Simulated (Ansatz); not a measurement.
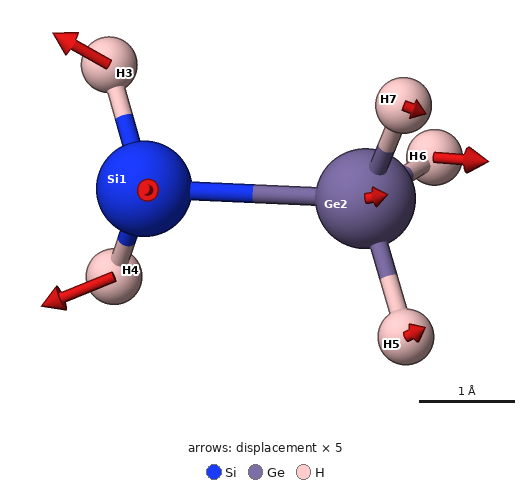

This is a relaxation of GeSiH₅ (multiplicity 2) (coarse preliminary run). The starting structure is drawn; red arrows show the displacements, 5 times their true length. The two geometries are superimposed by the best rigid fit.

Style: ball-and-stick. Shown at a tilt.

The start comes from a force field.

All numbers below come from Ansatz, UKS PBE-D4/def2-SVP. Set-up: force threshold 0.03 eV/Å; at most 200 steps.

Question: What did the optimiser do to the structure, and how much energy did it gain?

Answer: The atom that moves furthest after the best rigid fit is H4 (0.17 Å). Largest moves by element: H 0.17 Å, Si 0.06 Å, Ge 0.05 Å. Some distances before and after: Si1–H3 1.417 → 1.508 Å, Si1–H4 1.442 → 1.508 Å, Si1–Ge2 2.347 → 2.384 Å, Ge2–H7 1.581 → 1.551 Å. Bond angles that change, for instance: Ge2–Si1–H4 105.9° → 113.3°, Ge2–Si1–H3 109.4° → 113.5°. After 5 geometry steps the energy has fallen by 0.185 eV. Largest force component: 1.7 eV/Å at the start, 0.0086 eV/Å at the end.
